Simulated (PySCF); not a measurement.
**C2H14OSi5: density, localisation and related maps**

```yaml
atoms:
  - { symbol: Si, position_ang: [-3.8791, -0.1488, -0.1080] }
  - { symbol: C, position_ang: [-2.3221, -1.2304, -0.3341] }
  - { symbol: O, position_ang: [-1.2717, -0.8393, 0.5123] }
  - { symbol: Si, position_ang: [-0.1800, 0.3340, 0.2513] }
  - { symbol: C, position_ang: [1.0486, 0.0953, 1.6866] }
  - { symbol: Si, position_ang: [2.8022, 0.7570, 1.3289] }
  - { symbol: Si, position_ang: [3.1964, 0.2745, -0.9109] }
  - { symbol: Si, position_ang: [1.0156, 0.0700, -1.7176] }
  - { symbol: H, position_ang: [-4.2869, -0.1846, 1.2945] }
  - { symbol: H, position_ang: [-3.5737, 1.2206, -0.5224] }
  - { symbol: H, position_ang: [-4.9146, -0.7197, -0.9712] }
  - { symbol: H, position_ang: [-1.9797, -1.2032, -1.3761] }
  - { symbol: H, position_ang: [-2.5446, -2.2756, -0.0949] }
  - { symbol: H, position_ang: [-0.8313, 1.6532, 0.3847] }
  - { symbol: H, position_ang: [1.1201, -0.9690, 1.9135] }
  - { symbol: H, position_ang: [0.6591, 0.5636, 2.5883] }
  - { symbol: H, position_ang: [2.7931, 2.2033, 1.5998] }
  - { symbol: H, position_ang: [3.7166, 0.1782, 2.3244] }
  - { symbol: H, position_ang: [4.0175, -0.9327, -1.0928] }
  - { symbol: H, position_ang: [3.9921, 1.3099, -1.5863] }
  - { symbol: H, position_ang: [0.6630, 1.0609, -2.7487] }
  - { symbol: H, position_ang: [0.7488, -1.1978, -2.4222] }
```

Geometry: GFN2-xTB.

Method: PBE0/pcSseg-1, SCF density, gas phase, non-relativistic (PySCF 2.14.0).

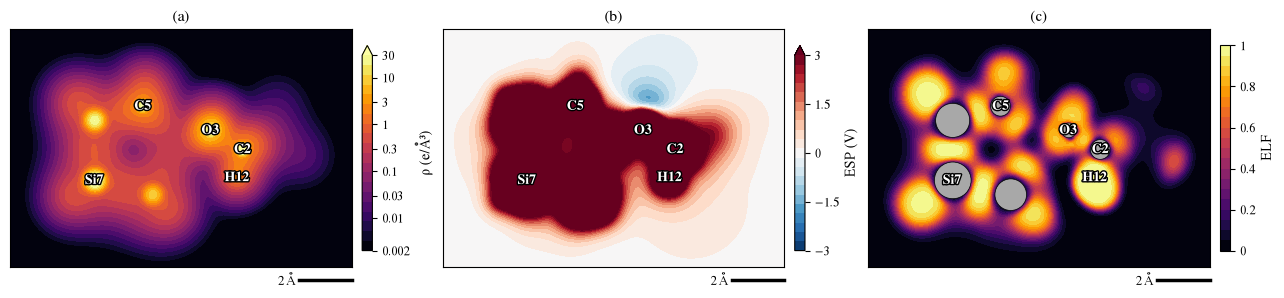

Figure 1. (a) electron density; (b) electrostatic potential; (c) ELF on the plane of atoms O3, C2 and H12. Grey discs cover the atomic cores in the ELF map.

Describe what can be read from this map.

Atoms in the plane: C, O, Si and H.
C–O (1.40 Å): the density is about 2 e/Å³ at the midpoint, with its minimum of 1.7 e/Å³ about 0.5 Å from C; the ELF peaks at about 0.90 between the atoms; a shared but strongly polarised pair.
C–H (1.10 Å): ρ is about 2 e/Å³ halfway; the ELF climbs to about 1 towards the hydrogen, as it does in any bond to H (a covalent bond by its length).
The ELF also peaks beside O3, away from the bonds: lone-pair regions.
Outside the dense part of the molecule the potential is most negative (−1.6 V) near O3.

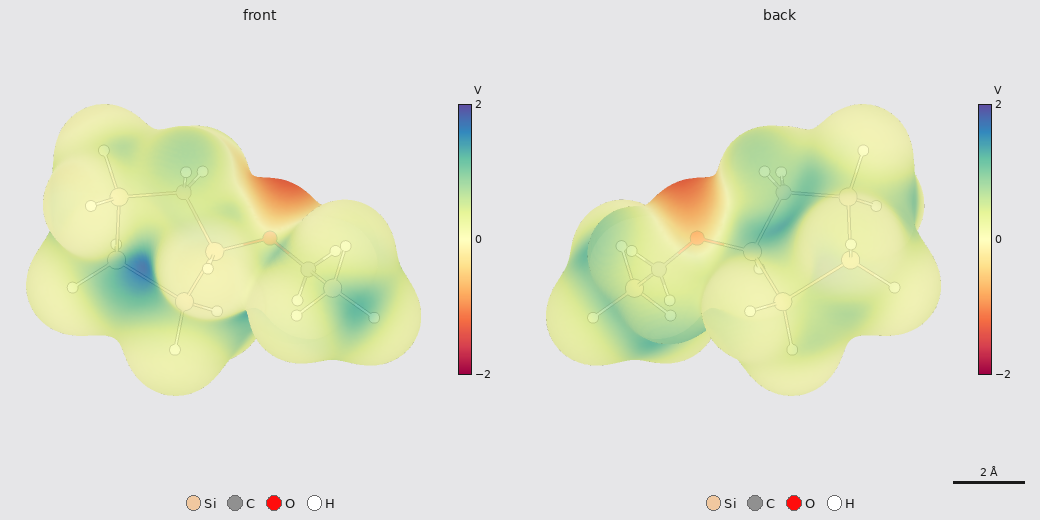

Figure 2. The electrostatic potential painted on the density surface at 0.002 e/bohr³, seen from the front and from behind; red is negative and blue positive.

Where is the surface potential most negative and most positive?

The most negative region (about −1.2 V) lies over O3, the most positive (about +1.5 V) over Si4, Si6, Si7 and Si8. O3 is the likeliest acceptor of a hydrogen bond.

How polar is the molecule by this calculation?

Its dipole moment is 0.88 D.
